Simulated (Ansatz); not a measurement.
Geometry relaxation, with input and output: Si3H6F2

The run: geometry relaxation of Si3H6F2. Method and program: RKS PBE0-D4/def2-TZVP (Ansatz 0.2.0).

Figures and captions count atoms from 1; the log counts them from 0 in places.

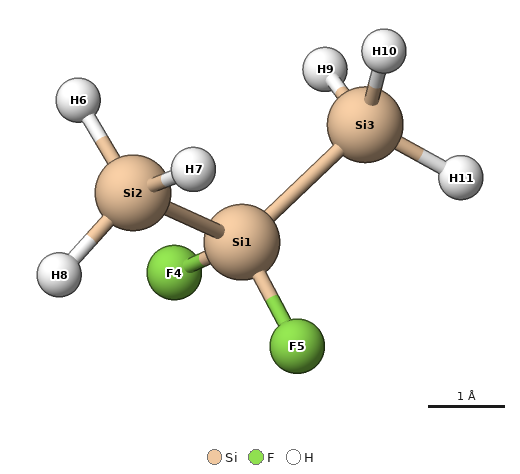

*The input geometry (ball-and-stick view, seen at a tilt; atoms are numbered from 1 in the order of the input).*

## Key numbers

```tsv
quantity	value
outcome	converged
total energy	−29155.7845 eV
mean-field energy	−29155.5571 eV
dispersion energy	−0.2275 eV
SCF solution under orbital rotations	stable
largest force (length of the vector) at the end	0.002 eV/Å
dipole moment	1.59 D
hardware	4 CPU threads, shared host
wall time	27 s (CPU time 33 s)
peak memory	1.1 GiB
```

## Input file
```yaml
crystal:
  periodic: [false, false, false]
  atoms:
    - {symbol: Si, position_ang: [0.100066, 0.173756, -1.768031]}
    - {symbol: Si, position_ang: [1.794492, -1.450023, -1.645901]}
    - {symbol: Si, position_ang: [-1.959306, -0.319138, -0.733145]}
    - {symbol: F, position_ang: [-0.178848, 0.493106, -3.310892]}
    - {symbol: F, position_ang: [0.677838, 1.555903, -1.164971]}
    - {symbol: H, position_ang: [1.281526, -2.698815, -2.269136]}
    - {symbol: H, position_ang: [2.126821, -1.715045, -0.222757]}
    - {symbol: H, position_ang: [3.004983, -0.986771, -2.372511]}
    - {symbol: H, position_ang: [-2.884253, -0.859253, -1.763934]}
    - {symbol: H, position_ang: [-1.738567, -1.356884, 0.308223]}
    - {symbol: H, position_ang: [-2.534147, 0.902179, -0.114528]}
basis:
  gaussian: {orbitals: def2-TZVP}
hamiltonian: {xc: pbe0, dispersion: d4}
relax: {f_tol: 0.005, max_steps: 200}
```

Command:
```bash
ansatz run in.yaml --threads 4 --pin off --events-out ev --progress --plain --max-ram 66560MiB --backend cuda --devices 0, --max-vram 37GiB
```

## Log
```
Functional definition: PBE0
  name "PBE0"
  cite "Adamo & Barone, J. Chem. Phys. 110, 6158 (1999) doi:10.1063/1.478522"
  cite "Perdew, Burke & Ernzerhof, Phys. Rev. Lett. 77, 3865 (1996) doi:10.1103/PhysRevLett.77.3865"
  parent pbe
  parameter a = 0.25
  parameter kappa = 0.804
  parameter beta = 0.06672455060314922
  exchange = (1 - a)*pbe_x(kappa = kappa, mu = beta*pi^2/3) + a*exact_x
  correlation = pbe_c(beta = beta)
1380 factors; their error is unknown
mean field evaluation 1: about -29152.7595 eV, gradient 4.3e1 eV
mean field evaluation 2: about -29149.3984 eV, gradient 6.7e1 eV
mean field evaluation 4: about -29155.4074 eV, gradient 1.2e0 eV
mean field evaluation 8: about -29155.4101 eV, gradient 2.1e-2 eV
mean field evaluation 16: about -29155.5310 eV, gradient 2.9e-5 eV
mean field -29155.53095545 eV, -1071.4460002843 hartree, gradient 2.9e-5 eV, S^2 0.000000; 0 other end points of the search recorded, 0 dependent functions left out
the calculation of the forces begins
reference -29155.53099328 eV, -1071.4460016742 hartree; 33, 33 occupied and 176, 176 virtual orbitals, 1380 factors
relax step   1: F+E_penalty+E_count = -29155.75797334 eV  Δ(F+E_penalty+E_count) = +0.000e0 eV  max|allowed force component| = 4.729e-1 eV/Å  Δτ_max = 0.0000 Å  (26 SCF iters, accepted)
these checks for a lower state are left out or cut short: starts, cluster_reference, orbital_swaps, neighbouring_geometries, increment
1380 factors; their error is unknown
mean field -29155.53508222 eV, -1071.4461519402 hartree, gradient 2.6e-5 eV, S^2 0.000000; 0 other end points of the search recorded, 0 dependent functions left out
[... from here on the field's lines of each further geometry are left out, up to the last ...]
relax step   2: F+E_penalty+E_count = -29155.76217759 eV  Δ(F+E_penalty+E_count) = -4.204e-3 eV  max|allowed force component| = 3.321e-1 eV/Å  Δτ_max = 0.0252 Å  (29 SCF iters, accepted)
relax step   3: F+E_penalty+E_count = -29155.76520826 eV  Δ(F+E_penalty+E_count) = -3.031e-3 eV  max|allowed force component| = 9.226e-2 eV/Å  Δτ_max = 0.0339 Å  (30 SCF iters, accepted)
relax step   4: F+E_penalty+E_count = -29155.76794097 eV  Δ(F+E_penalty+E_count) = -2.733e-3 eV  max|allowed force component| = 7.607e-2 eV/Å  Δτ_max = 0.1409 Å  (29 SCF iters, accepted)
relax step   5: F+E_penalty+E_count = -29155.77527194 eV  Δ(F+E_penalty+E_count) = -7.331e-3 eV  max|allowed force component| = 2.121e-2 eV/Å  Δτ_max = 0.1149 Å  (29 SCF iters, accepted)
relax step   6: F+E_penalty+E_count = -29155.76810310 eV  Δ(F+E_penalty+E_count) = +7.169e-3 eV  max|allowed force component| = 3.609e-1 eV/Å  Δτ_max = 0.1960 Å  (28 SCF iters, rejected (line search))
relax step   7: F+E_penalty+E_count = -29155.77795399 eV  Δ(F+E_penalty+E_count) = -2.682e-3 eV  max|allowed force component| = 3.177e-2 eV/Å  Δτ_max = 0.0928 Å  (28 SCF iters, accepted)
relax step   8: F+E_penalty+E_count = -29155.77926289 eV  Δ(F+E_penalty+E_count) = -1.309e-3 eV  max|allowed force component| = 7.865e-2 eV/Å  Δτ_max = 0.0975 Å  (29 SCF iters, accepted)
relax step   9: F+E_penalty+E_count = -29155.78099093 eV  Δ(F+E_penalty+E_count) = -1.728e-3 eV  max|allowed force component| = 8.685e-2 eV/Å  Δτ_max = 0.0476 Å  (28 SCF iters, accepted)
relax step  10: F+E_penalty+E_count = -29155.78280188 eV  Δ(F+E_penalty+E_count) = -1.811e-3 eV  max|allowed force component| = 4.373e-3 eV/Å  Δτ_max = 0.0501 Å  (28 SCF iters, accepted)
relax step  11: F+E_penalty+E_count = -29155.78375532 eV  Δ(F+E_penalty+E_count) = -9.534e-4 eV  max|allowed force component| = 1.448e-2 eV/Å  Δτ_max = 0.0731 Å  (28 SCF iters, accepted)
relax step  12: F+E_penalty+E_count = -29155.78337211 eV  Δ(F+E_penalty+E_count) = +3.832e-4 eV  max|allowed force component| = 9.417e-2 eV/Å  Δτ_max = 0.1273 Å  (29 SCF iters, rejected (line search))
relax step  13: F+E_penalty+E_count = -29155.78412562 eV  Δ(F+E_penalty+E_count) = -3.703e-4 eV  max|allowed force component| = 4.147e-2 eV/Å  Δτ_max = 0.0622 Å  (28 SCF iters, accepted)
relax step  14: F+E_penalty+E_count = -29155.78417606 eV  Δ(F+E_penalty+E_count) = -5.044e-5 eV  max|allowed force component| = 4.135e-2 eV/Å  Δτ_max = 0.0572 Å  (28 SCF iters, accepted)
relax step  15: F+E_penalty+E_count = -29155.78438441 eV  Δ(F+E_penalty+E_count) = -2.084e-4 eV  max|allowed force component| = 1.659e-2 eV/Å  Δτ_max = 0.0119 Å  (29 SCF iters, accepted)
relax step  16: F+E_penalty+E_count = -29155.78445653 eV  Δ(F+E_penalty+E_count) = -7.211e-5 eV  max|allowed force component| = 1.147e-3 eV/Å  Δτ_max = 0.0106 Å  (24 SCF iters, accepted)
relax step  17: F+E_penalty+E_count = -29155.78448777 eV  Δ(F+E_penalty+E_count) = -3.125e-5 eV  max|allowed force component| = 9.695e-3 eV/Å  Δτ_max = 0.0150 Å  (29 SCF iters, accepted)
relax step  18: F+E_penalty+E_count = -29155.78450200 eV  Δ(F+E_penalty+E_count) = -1.422e-5 eV  max|allowed force component| = 1.345e-2 eV/Å  Δτ_max = 0.0129 Å  (28 SCF iters, accepted)
relax step  19: F+E_penalty+E_count = -29155.78450836 eV  Δ(F+E_penalty+E_count) = -6.364e-6 eV  max|allowed force component| = 7.421e-3 eV/Å  Δτ_max = 0.0074 Å  (22 SCF iters, accepted)
the calculation of the forces begins
reference -29155.55709170 eV, -1071.4469607737 hartree; 33, 33 occupied and 176, 176 virtual orbitals, 1380 factors
relax step  20: F+E_penalty+E_count = -29155.78451214 eV  Δ(F+E_penalty+E_count) = -3.784e-6 eV  max|allowed force component| = 1.822e-3 eV/Å  Δτ_max = 0.0057 Å  (23 SCF iters, accepted)
1380 factors; their error is unknown
mean field evaluation 160: about -29155.5571 eV, gradient 2.2e-4 eV
```

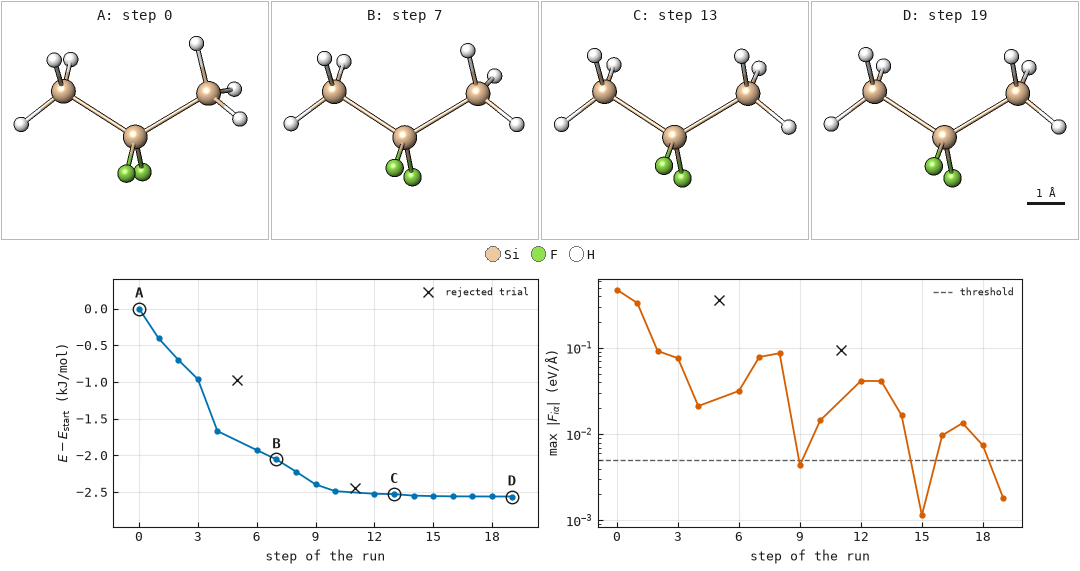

*Frames of the relaxation (ball-and-stick view, seen at a tilt) above the curves, on which the letters mark them (the first geometry is step 0 here and step 1 in the log).*

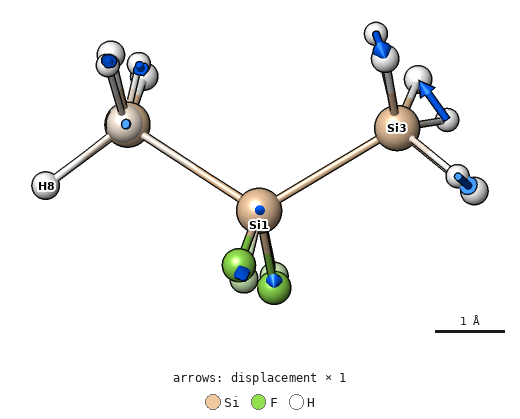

*Start (faint) and end (solid) with the displacements as blue arrows, at true length (ball-and-stick view, seen at a tilt). The two geometries are laid on each other by the best rigid fit.*

The largest move after the best rigid fit is that of H9, 0.73 Å. Largest moves by element: H 0.73 Å, F 0.31 Å, Si 0.13 Å. Among the contacts that change: Si1–F5 1.615 → 1.601 Å, Si1–Si3 2.357 → 2.350 Å. After 19 geometry steps the energy has fallen by 2.56 kJ/mol. The largest force component goes from 0.47 to 0.0018 eV/Å. The line search rejected the trial steps at points 5, 11 (counted from 0) and went back. (Atoms are counted from 1 in the order of the input.)

```
mean field -29155.55705438 eV, -1071.4469594022 hartree, gradient 1.5e-5 eV, S^2 0.000000; 1 other end points of the search recorded, 0 dependent functions left out
the calculation of the forces begins
reference -29155.55709170 eV, -1071.4469607737 hartree; 33, 33 occupied and 176, 176 virtual orbitals, 1380 factors
Total energy: -29155.78454947 eV, -1071.4553196924 hartree
Atom 0 at     0.139951     0.229356    -1.678674 Å, force     0.000737     0.001822     0.000911 eV/Å
Atom 1 at     1.740191    -1.490045    -1.761410 Å, force    -0.001488     0.000086    -0.000568 eV/Å
Atom 2 at    -1.936003    -0.311745    -0.718746 Å, force     0.000755    -0.000371    -0.000136 eV/Å
Atom 3 at    -0.113841     0.756285    -3.168753 Å, force     0.000401    -0.000958     0.000951 eV/Å
Atom 4 at     0.764156     1.462798    -0.871589 Å, force    -0.000417    -0.000330    -0.000484 eV/Å
Atom 5 at     1.189319    -2.622760    -2.551757 Å, force     0.000803    -0.000674     0.000043 eV/Å
Atom 6 at     2.018016    -1.957755    -0.377480 Å, force    -0.000239     0.000341    -0.000210 eV/Å
Atom 7 at     2.998084    -1.007234    -2.388429 Å, force    -0.000367     0.000286    -0.000038 eV/Å
Atom 8 at    -2.544766    -1.430364    -1.486387 Å, force    -0.000659     0.000006     0.000263 eV/Å
Atom 9 at    -1.718202    -0.752326     0.684712 Å, force    -0.000249     0.000031    -0.000645 eV/Å
Atom 10 at    -2.846299     0.862806    -0.739070 Å, force     0.000724    -0.000238    -0.000088 eV/Å
Dipole moment:    -0.063487    -0.301988     0.117242 e Å
```

## Trajectory as extended XYZ (Å, eV, eV/Å), 9 of the 20 frames kept, from step=1 to step=20
```
11
Properties=species:S:1:pos:R:3:forces:R:3 step=1 energy=-29155.75797
Si    0.1001    0.1738   -1.7680    0.1984   0.4729   0.1148
Si    1.7945   -1.4500   -1.6459   -0.0476   0.0171  -0.0410
Si   -1.9593   -0.3191   -0.7331    0.0515  -0.0185  -0.0534
F    -0.1788    0.4931   -3.3109   -0.0330  -0.0562  -0.0474
F     0.6778    1.5559   -1.1650   -0.1519  -0.3943  -0.0614
H     1.2815   -2.6988   -2.2691    0.0169  -0.0212   0.0083
H     2.1268   -1.7150   -0.2228    0.0033  -0.0036   0.0201
H     3.0050   -0.9868   -2.3725    0.0045  -0.0069   0.0053
H    -2.8843   -0.8593   -1.7639   -0.0164  -0.0010   0.0207
H    -1.7386   -1.3569    0.3082   -0.0062   0.0104   0.0282
H    -2.5341    0.9022   -0.1145   -0.0196   0.0012   0.0057
11
Properties=species:S:1:pos:R:3:forces:R:3 step=3 energy=-29155.76521
Si    0.1025    0.1875   -1.7830    0.0679   0.0923  -0.0009
Si    1.7813   -1.4506   -1.6607    0.0179  -0.0292   0.0010
Si   -1.9496   -0.3257   -0.7456   -0.0646   0.0102   0.0124
F    -0.1604    0.5411   -3.3224   -0.0256  -0.0205   0.0407
F     0.6796    1.5295   -1.1217   -0.0389  -0.0832  -0.0141
H     1.2868   -2.7193   -2.2601   -0.0101   0.0171   0.0000
H     2.1054   -1.6922   -0.2293   -0.0047   0.0041  -0.0039
H     3.0023   -1.0030   -2.3798    0.0000   0.0015  -0.0027
H    -2.8955   -0.8947   -1.7418    0.0260  -0.0135  -0.0025
H    -1.7203   -1.3300    0.3287    0.0286   0.0091  -0.0181
H    -2.5415    0.8965   -0.1420    0.0036   0.0120  -0.0120
11
Properties=species:S:1:pos:R:3:forces:R:3 step=6 energy=-29155.76810 accepted=F
Si    0.1272    0.2096   -1.6995    0.0144   0.0003   0.0131
Si    1.7673   -1.4815   -1.7237   -0.0259   0.0114   0.0001
Si   -1.9573   -0.3147   -0.7370   -0.2506  -0.0120   0.0676
F    -0.1251    0.6943   -3.2053    0.0095  -0.0085   0.0473
F     0.7366    1.4693   -0.9195   -0.0165  -0.0256  -0.0262
H     1.2168   -2.6935   -2.3888    0.0012   0.0172   0.0104
H     2.1357   -1.8226   -0.3225   -0.0166   0.0073  -0.0260
H     2.9735   -1.0165   -2.4580   -0.0082  -0.0016   0.0068
H    -2.6941   -1.2505   -1.6618    0.1608   0.2210   0.2498
H    -1.7265   -0.9998    0.5842   -0.0702   0.1514  -0.2874
H    -2.7635    0.9448   -0.5256    0.2021  -0.3609  -0.0554
11
Properties=species:S:1:pos:R:3:forces:R:3 step=8 energy=-29155.77926
Si    0.1291    0.2204   -1.7090    0.0295   0.0786  -0.0338
Si    1.7590   -1.4723   -1.7204   -0.0361  -0.0401   0.0176
Si   -1.9449   -0.3154   -0.7423   -0.0629  -0.0542   0.0312
F    -0.1274    0.6963   -3.2160    0.0051   0.0030   0.0033
F     0.7369    1.4877   -0.9407   -0.0150  -0.0169  -0.0045
H     1.1853   -2.6756   -2.3814    0.0183   0.0025   0.0030
H     2.0912   -1.8094   -0.3105    0.0076  -0.0085  -0.0082
H     2.9888   -1.0449   -2.4374   -0.0198   0.0163   0.0007
H    -2.6795   -1.2407   -1.6538    0.0462   0.0569   0.0662
H    -1.6848   -1.0138    0.5493   -0.0370   0.0364  -0.0483
H    -2.7632    0.9067   -0.4953    0.0641  -0.0741  -0.0273
11
Properties=species:S:1:pos:R:3:forces:R:3 step=11 energy=-29155.78376
Si    0.1374    0.2295   -1.6865    0.0010  -0.0144   0.0013
Si    1.7462   -1.4839   -1.7424   -0.0055   0.0010   0.0033
Si   -1.9410   -0.3167   -0.7329    0.0034   0.0027   0.0057
F    -0.1116    0.7427   -3.1819   -0.0012   0.0036  -0.0019
F     0.7530    1.4716   -0.8866    0.0012   0.0057   0.0027
H     1.1747   -2.6591   -2.4523    0.0015   0.0017  -0.0005
H     2.0769   -1.8775   -0.3469   -0.0013  -0.0009  -0.0049
H     2.9773   -1.0291   -2.4398   -0.0011   0.0016   0.0011
H    -2.5994   -1.3514   -1.5744    0.0029   0.0053   0.0106
H    -1.7123   -0.8731    0.6281   -0.0069   0.0075  -0.0145
H    -2.8105    0.8861   -0.6420    0.0060  -0.0138  -0.0029
11
Properties=species:S:1:pos:R:3:forces:R:3 step=13 energy=-29155.78413
Si    0.1403    0.2302   -1.6783    0.0189  -0.0201  -0.0077
Si    1.7442   -1.4865   -1.7520   -0.0049  -0.0035   0.0034
Si   -1.9394   -0.3155   -0.7292   -0.0415  -0.0006   0.0197
F    -0.1054    0.7551   -3.1703   -0.0090   0.0036   0.0021
F     0.7615    1.4637   -0.8697   -0.0058   0.0081   0.0053
H     1.1736   -2.6482   -2.4849    0.0039   0.0037   0.0018
H     2.0668   -1.9043   -0.3615   -0.0008  -0.0013  -0.0059
H     2.9796   -1.0219   -2.4352   -0.0018  -0.0003   0.0023
H    -2.5759   -1.3912   -1.5375    0.0186   0.0208   0.0106
H    -1.7254   -0.8188    0.6556    0.0035   0.0140  -0.0294
H    -2.8293    0.8765   -0.6945    0.0189  -0.0245  -0.0021
11
Properties=species:S:1:pos:R:3:forces:R:3 step=15 energy=-29155.78438
Si    0.1412    0.2292   -1.6730   -0.0029  -0.0166   0.0034
Si    1.7428   -1.4893   -1.7573   -0.0018   0.0003  -0.0045
Si   -1.9401   -0.3140   -0.7254   -0.0016   0.0045   0.0034
F    -0.1074    0.7619   -3.1618    0.0003  -0.0003  -0.0047
F     0.7632    1.4587   -0.8593    0.0039   0.0122   0.0066
H     1.1752   -2.6390   -2.5108    0.0028   0.0011   0.0007
H     2.0583   -1.9290   -0.3721   -0.0041   0.0027  -0.0033
H     2.9822   -1.0157   -2.4270   -0.0001  -0.0019   0.0021
H    -2.5550   -1.4162   -1.5127    0.0026   0.0071   0.0079
H    -1.7292   -0.7770    0.6727   -0.0038   0.0035  -0.0136
H    -2.8405    0.8693   -0.7311    0.0046  -0.0127   0.0020
11
Properties=species:S:1:pos:R:3:forces:R:3 step=18 energy=-29155.78450
Si    0.1407    0.2296   -1.6763    0.0033   0.0135  -0.0004
Si    1.7403   -1.4899   -1.7612    0.0032  -0.0030   0.0003
Si   -1.9367   -0.3122   -0.7205    0.0006  -0.0018  -0.0012
F    -0.1113    0.7592   -3.1658    0.0009  -0.0019   0.0049
F     0.7647    1.4617   -0.8662   -0.0046  -0.0093  -0.0062
H     1.1845   -2.6269   -2.5421    0.0007   0.0012   0.0004
H     2.0278   -1.9506   -0.3769   -0.0006   0.0004  -0.0013
H     2.9938   -1.0099   -2.3995   -0.0019  -0.0002   0.0011
H    -2.5449   -1.4292   -1.4908   -0.0008  -0.0014  -0.0016
H    -1.7219   -0.7552    0.6823    0.0011  -0.0012   0.0041
H    -2.8463    0.8626   -0.7405   -0.0018   0.0037  -0.0002
11
Properties=species:S:1:pos:R:3:forces:R:3 step=20 energy=-29155.78451
Si    0.1400    0.2294   -1.6787    0.0007   0.0018   0.0009
Si    1.7402   -1.4900   -1.7614   -0.0015   0.0001  -0.0006
Si   -1.9360   -0.3117   -0.7187    0.0008  -0.0004  -0.0001
F    -0.1138    0.7563   -3.1688    0.0004  -0.0010   0.0010
F     0.7642    1.4628   -0.8716   -0.0004  -0.0003  -0.0005
H     1.1893   -2.6228   -2.5518    0.0008  -0.0007   0.0000
H     2.0180   -1.9578   -0.3775   -0.0002   0.0003  -0.0002
H     2.9981   -1.0072   -2.3884   -0.0004   0.0003   0.0000
H    -2.5448   -1.4304   -1.4864   -0.0007   0.0000   0.0003
H    -1.7182   -0.7523    0.6847   -0.0002   0.0000  -0.0006
H    -2.8463    0.8628   -0.7391    0.0007  -0.0002  -0.0001
```

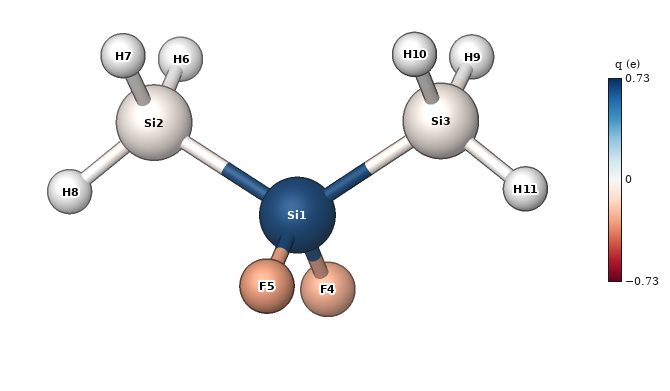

*Mulliken charges, as the colour of each atom (ball-and-stick view, seen at a tilt; atoms are numbered from 1 in the order of the input; Mulliken charges depend strongly on the basis).*

By element: Si −0.05 to +0.69, F −0.30 and H 0.00 e.
